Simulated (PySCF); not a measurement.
# What a change does: NMR shielding calculation on C3H5F3O

System: C3H5F3O.
Method of the first run: GIAO PBE0/pcSseg-1 NMR shielding, non-relativistic, IEF-PCM chloroform (PySCF 2.14.0).

The geometry comes from this level: PBE0-D3(BJ)/def2-SVP. Text and figures count atoms from 1; the logs count them from 0 in places.

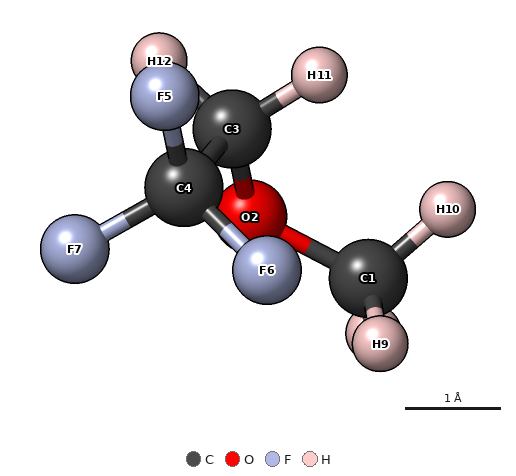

**Figure 1.** The structure as given in the input (ball-and-stick view, seen at a tilt; atoms are numbered from 1 in the order of the input). Bond lengths as drawn: C–C 1.52 Å, C–F 1.33 to 1.34 Å, C–H 1.10 to 1.11 Å and C–O 1.38 to 1.40 Å.

## Input file, the first run
```
{"job": {"kind": "nmr", "xc": "PBE0", "basis": "pcSseg-1", "solvent": "chloroform", "pop": false}, "charge": 0, "multiplicity": 1}
C      1.716537    -0.069324    -0.172817
O      0.572283    -0.014794    -0.983726
C     -0.547307     0.556821    -0.405498
C     -1.376302    -0.422306     0.405913
F     -2.458876     0.197554     0.887171
F     -0.697103    -0.915196     1.449424
F     -1.783790    -1.454468    -0.328316
H      2.546698    -0.406578    -0.807937
H      1.607627    -0.771767     0.670420
H      1.969137     0.928693     0.234073
H     -0.301556     1.409790     0.256173
H     -1.199948     0.927437    -1.211208
```

The first line tells a small driver script what to run in PySCF; the rest is the geometry in Å.

Command:
```bash
OMP_NUM_THREADS=1 python <driver script> task.json out
```

Hardware: 1 CPU thread, shared host.

## Output (the first run)
```
coarse grid: 10704 points
cycle   1  E = -491.3154319047  dE =  1.051e+00  |g| = 9.532e-01  |ddm| = 2.870e+00
cycle   2  E = -491.1555488848  dE =  1.599e-01  |g| = 1.409e+00  |ddm| = 1.199e+00
cycle   3  E = -491.4657111046  dE = -3.102e-01  |g| = 5.652e-02  |ddm| = 7.457e-01
cycle   4  E = -491.4660781355  dE = -3.670e-04  |g| = 3.553e-02  |ddm| = 4.626e-02
cycle   5  E = -491.4662963747  dE = -2.182e-04  |g| = 8.296e-03  |ddm| = 2.245e-02
cycle   6  E = -491.4663058162  dE = -9.441e-06  |g| = 2.404e-03  |ddm| = 5.636e-03
final grid: 106504 points
cycle   7  E = -491.5371194403  dE = -3.483e-05  |g| = 1.109e-02  |ddm| = 1.898e-02
cycle   8  E = -491.5370971838  dE =  2.226e-05  |g| = 1.611e-02  |ddm| = 1.426e-02
cycle   9  E = -491.5371404753  dE = -4.329e-05  |g| = 7.295e-04  |ddm| = 8.710e-03
cycle  10  E = -491.5371405869  dE = -1.116e-07  |g| = 1.897e-04  |ddm| = 6.917e-04
cycle  11  E = -491.5371405943  dE = -7.428e-09  |g| = 6.031e-05  |ddm| = 1.605e-04
cycle  12  E = -491.5371405948  dE = -4.820e-10  |g| = 1.561e-05  |ddm| = 3.766e-05
converged SCF energy = -491.5371405948

GIAO shielding tensors (ppm)
atom      isotropic    diamagn.    paramagn.     s11        s22        s33       span
  0 C      123.606     245.574    -121.968     88.170    100.507    182.141     93.971
  1 O      335.563     394.904     -59.341    317.026    324.541    365.123     48.097
  2 C      112.983     247.050    -134.067     88.624     99.506    150.818     62.195
  3 C       53.632     244.057    -190.425     47.215     55.266     58.415     11.200
  4 F      266.411     471.064    -204.653    183.753    271.022    344.460    160.708
  5 F      263.346     475.818    -212.472    186.001    261.992    342.044    156.044
  6 F      269.305     473.040    -203.735    184.037    277.120    346.758    162.721
  7 H       27.515      28.082      -0.566     23.682     24.937     33.927     10.245
  8 H       27.480      29.909      -2.429     22.734     26.962     32.744     10.010
  9 H       28.109      28.996      -0.887     24.645     25.745     33.936      9.291
 10 H       27.891      29.815      -1.924     24.190     28.362     31.120      6.930
 11 H       27.263      28.049      -0.786     22.946     27.276     31.568      8.621
```

The input of the second run differs as follows (lines with − go, lines with + come):
```diff
-"xc": "PBE0"
+"xc": "wB97X-D"
```

What does this change do to the results?

The total energies belong to different methods, so their difference says nothing on which is more stable or more accurate. The HOMO goes from −7.94 to −9.90 eV. The LUMO goes from 1.74 to 3.59 eV. The dipole moment goes from 2.49 to 2.55 D. Of all shieldings, the largest change is that of F5, by +3.3 ppm. The functional changes from PBE0 to wB97X-D. The SCF takes 13 iterations against 12.

## Output (the second run)
```
coarse grid: 10704 points
cycle   1  E = -491.6273579313  dE =  1.185e+00  |g| = 1.058e+00  |ddm| = 2.833e+00
cycle   2  E = -491.5924346403  dE =  3.492e-02  |g| = 1.234e+00  |ddm| = 1.058e+00
cycle   3  E = -491.8199848437  dE = -2.276e-01  |g| = 5.021e-02  |ddm| = 5.531e-01
cycle   4  E = -491.8203905014  dE = -4.057e-04  |g| = 2.219e-02  |ddm| = 4.030e-02
cycle   5  E = -491.8204736279  dE = -8.313e-05  |g| = 8.040e-03  |ddm| = 1.786e-02
cycle   6  E = -491.8204838973  dE = -1.027e-05  |g| = 2.088e-03  |ddm| = 5.259e-03
cycle   7  E = -491.8204846817  dE = -7.844e-07  |g| = 3.620e-04  |ddm| = 1.694e-03
final grid: 106504 points
cycle   8  E = -491.8923917343  dE = -1.497e-04  |g| = 8.485e-03  |ddm| = 3.477e-02
cycle   9  E = -491.8923935567  dE = -1.822e-06  |g| = 8.307e-03  |ddm| = 8.398e-03
cycle  10  E = -491.8924025348  dE = -8.978e-06  |g| = 6.706e-04  |ddm| = 3.596e-03
cycle  11  E = -491.8924026266  dE = -9.173e-08  |g| = 3.104e-04  |ddm| = 7.765e-04
cycle  12  E = -491.8924026475  dE = -2.097e-08  |g| = 5.783e-05  |ddm| = 3.200e-04
cycle  13  E = -491.8924026484  dE = -8.696e-10  |g| = 2.929e-05  |ddm| = 7.774e-05
converged SCF energy = -491.8924026484

GIAO shielding tensors (ppm)
atom      isotropic    diamagn.    paramagn.     s11        s22        s33       span
  0 C      123.545     245.367    -121.822     88.609    100.751    181.274     92.665
  1 O      338.337     395.722     -57.385    320.839    327.330    366.842     46.003
  2 C      112.872     246.867    -133.995     89.003     99.616    149.997     60.995
  3 C       53.856     244.391    -190.535     47.417     55.722     58.429     11.013
  4 F      269.708     471.414    -201.706    186.129    274.759    348.236    162.107
  5 F      266.370     476.189    -209.819    187.944    265.894    345.271    157.327
  6 F      272.158     473.387    -201.230    186.249    280.332    349.892    163.643
  7 H       27.636      28.149      -0.513     23.794     25.071     34.042     10.248
  8 H       27.605      30.103      -2.499     22.851     27.128     32.835      9.984
  9 H       28.215      29.185      -0.971     24.779     25.828     34.037      9.259
 10 H       27.978      30.007      -2.029     24.267     28.438     31.229      6.962
 11 H       27.389      28.143      -0.754     23.073     27.402     31.692      8.619
```

## The two runs side by side

| quantity | the first run | the second run |
| --- | --- | --- |
| outcome | converged | converged |
| total energy (hartree) | −491.537141 | −491.892403 |
| HOMO (eV) | −7.94 | −9.90 |
| LUMO (eV) | 1.74 | 3.59 |
| dipole moment (D) | 2.49 | 2.55 |
| shielding of O2 (ppm) | 335.6 | 338.3 |
| shielding of C4 (ppm) | 53.6 | 53.9 |
| shielding of F5 (ppm) | 266.4 | 269.7 |
| shielding of F6 (ppm) | 263.3 | 266.4 |
| shielding of F7 (ppm) | 269.3 | 272.2 |
| shielding of H9 (ppm) | 27.5 | 27.6 |
| shielding of H12 (ppm) | 27.3 | 27.4 |
| SCF iterations | 12 | 13 |
| basis functions | 144 | 144 |
| wall time (shared host) | 14 s | 20 s |
